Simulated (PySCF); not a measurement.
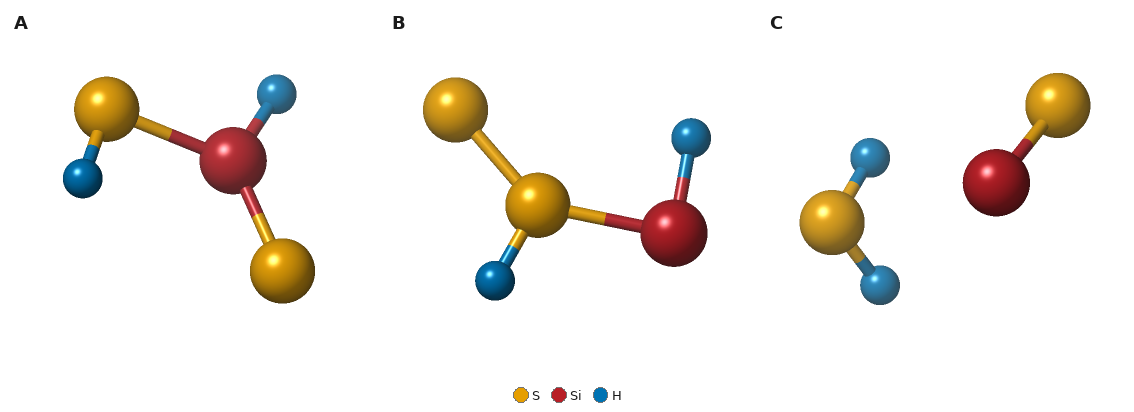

3 stationary structures of one formula. Geometries: PBE0-D4/def2-TZVP. Electronic energies: r2SCAN-D4/def2-TZVPP (PySCF 2.14.0), without zero-point energy. No frequency run is at hand to confirm each as a minimum.

### Which is lowest in energy, and by how much?

A is lowest (Cs); C lies 28.7 kcal/mol above it (C1), B lies 74.1 kcal/mol above it (Cs).
